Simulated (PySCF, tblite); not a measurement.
# C3H11B2NO: a rotation path, then NMR shifts on frames, part 2 of 2

tblite 0.8.0 and PySCF 2.14.0. Atoms count from 0.

### 5 Shielding tensors: image 4, PBE0/pcSseg-1

What the job is given:

```
{"job": {"kind": "nmr", "xc": "PBE0", "basis": "pcSseg-1", "pop": false}, "charge": 0, "multiplicity": 1}
B      3.418500     0.150600     0.068500
N      2.023500     0.095100     0.040800
B      1.097500     0.293400     1.121700
O     -0.229900     0.199000     1.018900
C     -0.993300    -0.101100    -0.133700
C     -1.806500    -1.367100     0.133000
C     -1.895900     1.093000    -0.442200
H      4.015600    -0.039100    -0.923100
H      3.947900     0.382400     1.083700
H      1.605300    -0.114500    -0.856200
H      1.497900     0.563700     2.187900
H     -0.338100    -0.281200    -1.000900
H     -1.142600    -2.196700     0.362600
H     -2.466500    -1.208700     0.982600
H     -2.399900    -1.620800    -0.741200
H     -2.521100     0.881800    -1.305600
H     -1.291000     1.973100    -0.648800
H     -2.530100     1.303300     0.415700
```

Method: GIAO PBE0/pcSseg-1 NMR shielding, non-relativistic, gas phase.

The program printed:

```text
coarse grid: 14400 points
cycle   1  E = -300.1822780465  dE =  6.480e-01  |g| = 6.693e-01  |ddm| = 3.448e+00
cycle   2  E = -300.1043718449  dE =  7.791e-02  |g| = 9.454e-01  |ddm| = 1.148e+00
cycle   3  E = -300.2719575107  dE = -1.676e-01  |g| = 1.319e-01  |ddm| = 7.296e-01
cycle   4  E = -300.2752195284  dE = -3.262e-03  |g| = 3.659e-02  |ddm| = 1.045e-01
cycle   5  E = -300.2754662175  dE = -2.467e-04  |g| = 1.370e-02  |ddm| = 2.980e-02
cycle   6  E = -300.2755050758  dE = -3.886e-05  |g| = 3.412e-03  |ddm| = 9.581e-03
cycle   7  E = -300.2755075307  dE = -2.455e-06  |g| = 5.616e-04  |ddm| = 2.490e-03
final grid: 137336 points
cycle   8  E = -300.3234850865  dE = -4.427e-05  |g| = 1.197e-02  |ddm| = 2.746e-02
cycle   9  E = -300.3234535169  dE =  3.157e-05  |g| = 1.791e-02  |ddm| = 1.766e-02
cycle  10  E = -300.3235137715  dE = -6.025e-05  |g| = 1.769e-03  |ddm| = 1.075e-02
cycle  11  E = -300.3235144643  dE = -6.928e-07  |g| = 2.557e-04  |ddm| = 1.489e-03
cycle  12  E = -300.3235144789  dE = -1.457e-08  |g| = 7.503e-05  |ddm| = 2.724e-04
cycle  13  E = -300.3235144802  dE = -1.302e-09  |g| = 2.204e-05  |ddm| = 7.003e-05
cycle  14  E = -300.3235144803  dE = -9.868e-11  |g| = 6.754e-06  |ddm| = 2.060e-05
converged SCF energy = -300.3235144803

GIAO shielding tensors (ppm)
atom      isotropic    diamagn.    paramagn.     s11        s22        s33       span
  0 B       53.506     193.702    -140.196     15.378     22.367    122.774    107.396
  1 N      104.787     327.471    -222.684    -26.307     90.324    250.344    276.650
  2 B       70.724     197.309    -126.585     56.580     62.496     93.097     36.517
  3 O      155.209     396.323    -241.114     37.944    132.904    294.780    256.837
  4 C      118.149     243.821    -125.673     85.599    116.567    152.280     66.682
  5 C      159.794     248.035     -88.241    141.234    152.046    186.102     44.868
  6 C      159.739     248.199     -88.460    141.225    151.898    186.094     44.869
  7 H       26.416      29.217      -2.801     24.255     26.869     28.124      3.869
  8 H       26.431      29.753      -3.323     23.843     27.040     28.409      4.565
  9 H       25.287      36.204     -10.917     20.283     26.073     29.505      9.222
 10 H       27.164      32.129      -4.964     24.159     27.357     29.978      5.819
 11 H       27.231      34.772      -7.540     23.661     28.141     29.892      6.232
 12 H       30.323      30.770      -0.447     26.247     28.554     36.170      9.923
 13 H       30.173      29.913       0.261     27.199     28.423     34.899      7.700
 14 H       30.639      29.876       0.763     26.764     28.258     36.896     10.133
 15 H       30.637      29.937       0.700     26.727     28.295     36.889     10.162
 16 H       30.307      30.899      -0.592     26.208     28.584     36.128      9.920
 17 H       30.183      30.015       0.168     27.246     28.399     34.904      7.658
```

Run time: 28 s. Hardware: 1 thread, shared host.

In short: δ C4 68.8, C6 27.2, C5 27.1, B0 46.6, H9 6.43, H7 5.30 ppm.

### 6 Shielding tensors: image 6, PBE0/pcSseg-1

What the job is given:

```
{"job": {"kind": "nmr", "xc": "PBE0", "basis": "pcSseg-1", "pop": false}, "charge": 0, "multiplicity": 1}
B      3.377500     0.394500     0.019200
N      1.993200     0.207900     0.020100
B      1.101500     0.158400     1.146300
O     -0.212100    -0.069500     1.071300
C     -0.981800    -0.275900    -0.098500
C     -2.010200    -1.368000     0.190000
C     -1.656100     1.039600    -0.489900
H      3.952700     0.401400    -1.003000
H      3.922400     0.536300     1.043100
H      1.559100     0.082300    -0.884800
H      1.519900     0.325700     2.226300
H     -0.339100    -0.612400    -0.927900
H     -1.506800    -2.287300     0.477000
H     -2.656800    -1.059600     1.007800
H     -2.612200    -1.556000    -0.694800
H     -2.284700     0.900400    -1.365600
H     -0.904900     1.795800    -0.708200
H     -2.270300     1.392600     0.335400
```

With the program's defaults for keys left out, this is: GIAO PBE0/pcSseg-1 NMR shielding, non-relativistic, gas phase.

The program printed:

```text
coarse grid: 14400 points
cycle   1  E = -300.1835115893  dE =  6.451e-01  |g| = 6.694e-01  |ddm| = 3.451e+00
cycle   2  E = -300.1058574452  dE =  7.765e-02  |g| = 9.451e-01  |ddm| = 1.151e+00
cycle   3  E = -300.2731949869  dE = -1.673e-01  |g| = 1.313e-01  |ddm| = 7.317e-01
cycle   4  E = -300.2764204216  dE = -3.225e-03  |g| = 3.653e-02  |ddm| = 1.037e-01
cycle   5  E = -300.2766668128  dE = -2.464e-04  |g| = 1.361e-02  |ddm| = 2.976e-02
cycle   6  E = -300.2767051294  dE = -3.832e-05  |g| = 3.412e-03  |ddm| = 9.558e-03
cycle   7  E = -300.2767075807  dE = -2.451e-06  |g| = 5.599e-04  |ddm| = 2.492e-03
final grid: 137336 points
cycle   8  E = -300.3238213878  dE = -4.551e-05  |g| = 1.200e-02  |ddm| = 2.862e-02
cycle   9  E = -300.3237895710  dE =  3.182e-05  |g| = 1.793e-02  |ddm| = 1.775e-02
cycle  10  E = -300.3238504065  dE = -6.084e-05  |g| = 1.763e-03  |ddm| = 1.076e-02
cycle  11  E = -300.3238510928  dE = -6.863e-07  |g| = 2.561e-04  |ddm| = 1.489e-03
cycle  12  E = -300.3238511071  dE = -1.430e-08  |g| = 7.658e-05  |ddm| = 2.679e-04
cycle  13  E = -300.3238511084  dE = -1.321e-09  |g| = 2.401e-05  |ddm| = 6.911e-05
cycle  14  E = -300.3238511085  dE = -1.170e-10  |g| = 7.137e-06  |ddm| = 2.215e-05
converged SCF energy = -300.3238511085

GIAO shielding tensors (ppm)
atom      isotropic    diamagn.    paramagn.     s11        s22        s33       span
  0 B       53.374     193.734    -140.360     15.037     22.326    122.758    107.721
  1 N      104.307     327.455    -223.148    -26.648     91.182    248.387    275.035
  2 B       70.482     197.335    -126.853     56.330     62.027     93.090     36.760
  3 O      155.701     396.278    -240.576     39.628    133.492    293.983    254.355
  4 C      118.169     244.497    -126.329     86.468    114.873    153.164     66.696
  5 C      160.268     246.896     -86.628    142.527    152.108    186.169     43.642
  6 C      159.663     249.142     -89.479    140.055    152.966    185.968     45.913
  7 H       26.400      29.237      -2.838     24.222     26.880     28.097      3.875
  8 H       26.427      29.771      -3.343     23.841     27.046     28.395      4.554
  9 H       25.340      36.298     -10.957     20.577     26.073     29.371      8.794
 10 H       27.172      32.097      -4.925     24.162     27.342     30.012      5.850
 11 H       27.270      34.642      -7.372     23.860     28.271     29.678      5.818
 12 H       30.207      29.953       0.254     26.215     28.070     36.337     10.122
 13 H       30.159      29.547       0.612     27.164     28.402     34.910      7.746
 14 H       30.657      29.390       1.267     26.692     28.410     36.869     10.178
 15 H       30.644      30.399       0.244     26.690     28.262     36.979     10.289
 16 H       30.318      31.828      -1.510     25.994     29.208     35.753      9.759
 17 H       30.265      30.488      -0.223     27.397     28.444     34.954      7.558
```

Wall time 29 s (1 thread, shared host).

Key values: δ C4 68.8, C6 27.3, C5 26.7, B0 46.7, H9 6.38, H7 5.32 ppm.

### 7 Shielding tensors: image 8, PBE0/pcSseg-1

What the job is given:

```
{"job": {"kind": "nmr", "xc": "PBE0", "basis": "pcSseg-1", "pop": false}, "charge": 0, "multiplicity": 1}
B      3.287600     0.659300    -0.012300
N      1.950300     0.254000     0.011600
B      1.119000    -0.024500     1.151300
O     -0.178000    -0.341900     1.089000
C     -0.973100    -0.433100    -0.080300
C     -2.179100    -1.312500     0.244600
C     -1.410100     0.962000    -0.530100
H      3.811100     0.845500    -1.045700
H      3.850600     0.811200     1.000800
H      1.498100     0.148300    -0.887300
H      1.575200     0.012600     2.228100
H     -0.394200    -0.910000    -0.887600
H     -1.844600    -2.285000     0.596800
H     -2.771600    -0.848100     1.028500
H     -2.797300    -1.447000    -0.638900
H     -1.991100     0.898600    -1.446800
H     -0.541700     1.594500    -0.702000
H     -2.019800     1.422300     0.243900
```

Method: GIAO PBE0/pcSseg-1 NMR shielding, non-relativistic, gas phase.

The program printed:

```text
coarse grid: 14400 points
cycle   1  E = -300.1824413179  dE =  6.404e-01  |g| = 6.694e-01  |ddm| = 3.451e+00
cycle   2  E = -300.1057311381  dE =  7.671e-02  |g| = 9.432e-01  |ddm| = 1.148e+00
cycle   3  E = -300.2720604637  dE = -1.663e-01  |g| = 1.304e-01  |ddm| = 7.279e-01
cycle   4  E = -300.2752415871  dE = -3.181e-03  |g| = 3.630e-02  |ddm| = 1.029e-01
cycle   5  E = -300.2754858697  dE = -2.443e-04  |g| = 1.342e-02  |ddm| = 2.957e-02
cycle   6  E = -300.2755229701  dE = -3.710e-05  |g| = 3.424e-03  |ddm| = 9.476e-03
cycle   7  E = -300.2755254339  dE = -2.464e-06  |g| = 5.550e-04  |ddm| = 2.495e-03
final grid: 137336 points
cycle   8  E = -300.3237214439  dE = -5.003e-05  |g| = 1.229e-02  |ddm| = 3.337e-02
cycle   9  E = -300.3236889238  dE =  3.252e-05  |g| = 1.821e-02  |ddm| = 1.816e-02
cycle  10  E = -300.3237520388  dE = -6.311e-05  |g| = 1.844e-03  |ddm| = 1.098e-02
cycle  11  E = -300.3237527792  dE = -7.404e-07  |g| = 2.762e-04  |ddm| = 1.555e-03
cycle  12  E = -300.3237527957  dE = -1.651e-08  |g| = 8.031e-05  |ddm| = 2.834e-04
cycle  13  E = -300.3237527972  dE = -1.476e-09  |g| = 2.531e-05  |ddm| = 7.473e-05
cycle  14  E = -300.3237527973  dE = -1.307e-10  |g| = 7.642e-06  |ddm| = 2.397e-05
converged SCF energy = -300.3237527973

GIAO shielding tensors (ppm)
atom      isotropic    diamagn.    paramagn.     s11        s22        s33       span
  0 B       53.350     193.735    -140.385     14.454     22.687    122.909    108.455
  1 N      102.186     327.456    -225.270    -28.257     90.226    244.588    272.845
  2 B       70.241     197.263    -127.022     56.198     61.228     93.296     37.098
  3 O      157.096     395.975    -238.879     44.419    134.378    292.491    248.071
  4 C      118.086     245.285    -127.199     87.783    111.942    154.533     66.750
  5 C      160.245     246.086     -85.841    143.493    151.091    186.149     42.657
  6 C      160.435     250.289     -89.854    141.672    153.834    185.800     44.129
  7 H       26.379      29.285      -2.907     24.187     26.855     28.094      3.906
  8 H       26.410      29.776      -3.367     23.892     27.033     28.304      4.412
  9 H       25.433      36.408     -10.975     21.032     26.032     29.235      8.204
 10 H       27.180      31.944      -4.764     24.162     27.295     30.082      5.920
 11 H       27.341      34.132      -6.791     24.233     28.008     29.782      5.549
 12 H       30.046      29.290       0.756     26.072     27.721     36.344     10.272
 13 H       30.211      29.366       0.845     27.191     28.508     34.935      7.744
 14 H       30.642      28.969       1.673     26.624     28.463     36.839     10.214
 15 H       30.650      30.913      -0.263     26.737     28.200     37.015     10.278
 16 H       30.195      32.875      -2.680     25.363     29.995     35.229      9.866
 17 H       30.409      31.122      -0.713     27.477     28.641     35.110      7.633
```

Run time: 28 s. Hardware: 1 thread, shared host.

Key values: δ C4 68.8, C5 26.7, C6 26.5, B0 46.7, H9 6.28, H7 5.34 ppm.

### 8 Run by run: NMR shifts

Shifts (ppm) of some atoms, chosen among heavy atoms and hydrogens apart, with basis size and wall time:

```
  frame    C6    C5   H16   H12    B2     N1     O3  functions  time
image 0  26.6  26.6  1.66  1.48  29.8  165.3  178.6        174  29 s
image 2  26.8  27.3  1.52  1.37  29.5  163.3  180.5        174  31 s
image 4  27.2  27.1  1.41  1.39  29.3  162.9  180.9        174  28 s
image 6  27.3  26.7  1.40  1.51  29.6  163.4  180.4        174  29 s
image 8  26.5  26.7  1.52  1.67  29.8  165.5  179.0        174  28 s
```

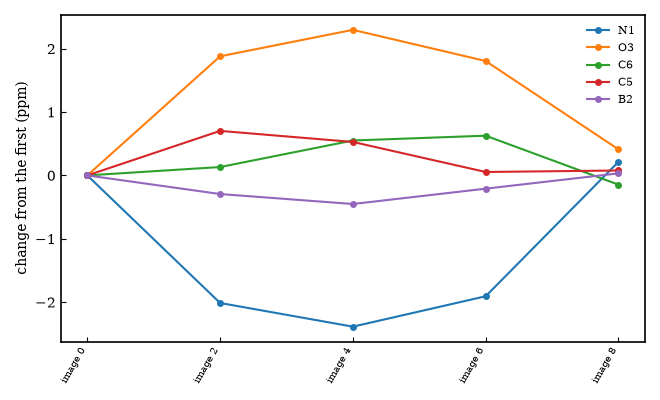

How five of the tabulated atoms move from run to run.

### 9 Results

What follows sums up all 2 parts.

| quantity | value |
| --- | --- |
| barrier | 0.020 eV (0.5 kcal/mol) at image 4 |
| end to end (GFN2-xTB) | 0.001 eV |
| ¹³C shifts against TMS (PBE0/pcSseg-1, image 0) | 68.8, 26.6, 26.6 ppm |
| ¹H shifts against TMS (PBE0/pcSseg-1, image 0) | 6.29, 5.34, 5.31, 4.53, 4.38, 1.66, 1.53, 1.48, 1.33, 1.05, 1.05 ppm |
| ¹¹B shifts against BF3·OEt2 (PBE0/pcSseg-1, image 0) | 46.8, 29.8 ppm |
| ¹⁵N shifts against NH3 (PBE0/pcSseg-1, image 0) | 165.3 ppm |
| ¹⁷O shifts against H2O (PBE0/pcSseg-1, image 0) | 178.6 ppm |
| range of the shift of N1 | 162.9 to 165.5 ppm |

Along the band the dihedral turns by 77°, and the top (dihedral 120°) lies 0.5 kcal/mol above the start (GFN2-xTB, rough), so at room temperature this motion is fast. The top was not checked by a frequency run. Shifts at one fixed geometry are not the observed spectrum, which averages over the motion. In the first frame run (image 0): The widest tensor belongs to N1: span 273 ppm, with a paramagnetic part of -225 ppm. Across the 5 runs the shift of N1 moves most, between 162.9 (image 4) and 165.5 ppm (image 8).
